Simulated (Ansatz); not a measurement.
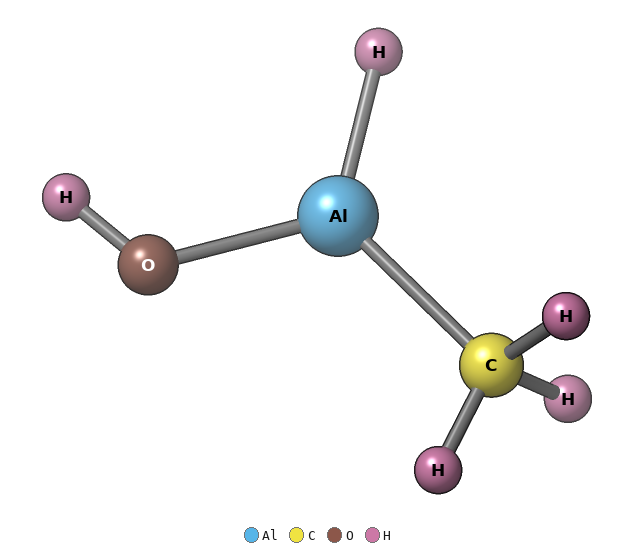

Depth is shown by fading: the farther an atom, the more it takes the colour of the background. Computed geometry: PBE0-D4/def2-TZVP optimisation.

> Which symmetry elements does this geometry have?

It has 1 mirror plane, so the point group is Cs. The group has 2 operations. The geometry is achiral, and symmetry allows a dipole moment.
